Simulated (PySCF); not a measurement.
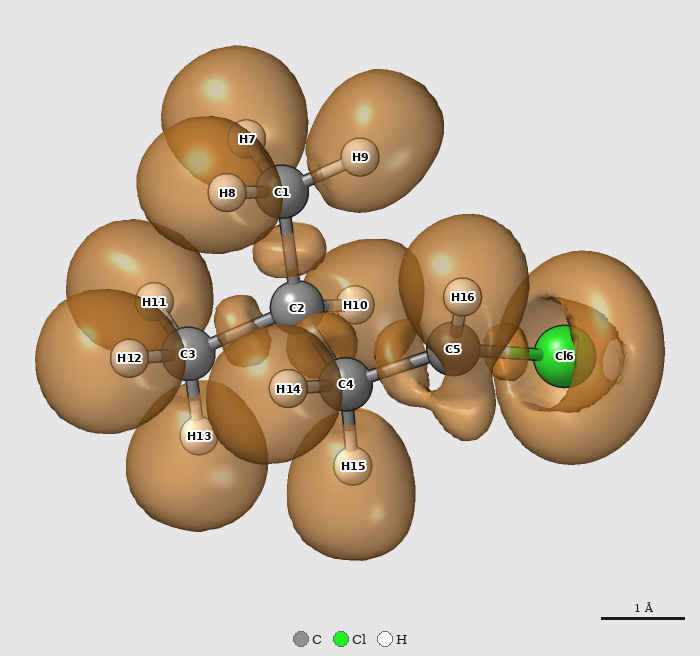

C5H10Cl (doublet). Isosurface of the electron localisation function at 0.8 (orange), seen at a tilt. Only the valence region is drawn (cores and ρ < 0.01 e/Å³ removed).

Geometry: GFN2-xTB.

Theory: UKS B3LYP, pcH-1 on C Cl H, non-relativistic, mean-field spin-orbit, GIAO in PySCF 2.14.0, density-fitted response routines.

```yaml
atoms:
  - { symbol: C, position_ang: [-0.4769, 1.2838, 0.5928] }
  - { symbol: C, position_ang: [-0.3475, 0.0885, -0.3447] }
  - { symbol: C, position_ang: [-1.6234, -0.7456, -0.3325] }
  - { symbol: C, position_ang: [0.8606, -0.8001, 0.0587] }
  - { symbol: C, position_ang: [2.1547, -0.0970, 0.0275] }
  - { symbol: Cl, position_ang: [2.8134, 0.3638, -1.4683] }
  - { symbol: H, position_ang: [-1.3346, 1.8917, 0.3134] }
  - { symbol: H, position_ang: [-0.6124, 0.9490, 1.6192] }
  - { symbol: H, position_ang: [0.4126, 1.9073, 0.5465] }
  - { symbol: H, position_ang: [-0.1694, 0.4531, -1.3614] }
  - { symbol: H, position_ang: [-2.4746, -0.1392, -0.6343] }
  - { symbol: H, position_ang: [-1.8149, -1.1296, 0.6673] }
  - { symbol: H, position_ang: [-1.5442, -1.5882, -1.0157] }
  - { symbol: H, position_ang: [0.6942, -1.1792, 1.0689] }
  - { symbol: H, position_ang: [0.8829, -1.6471, -0.6340] }
  - { symbol: H, position_ang: [2.5717, 0.3979, 0.8852] }
```

> Where are the electrons localised?

At this value the surface marks out three regions between bonded C–C atoms (shared pairs), one region between bonded C–Cl atoms (shared pairs), ten regions around hydrogen nuclei and one ring or bowl of non-bonding electrons around Cl.

Values along the shortest contacts:
C–C (1.47 Å): the ELF peaks at about 0.95 between the atoms, as expected for a covalent bond. C–Cl (1.70 Å): the ELF peaks at about 0.90 between the atoms, as expected for a covalent bond.
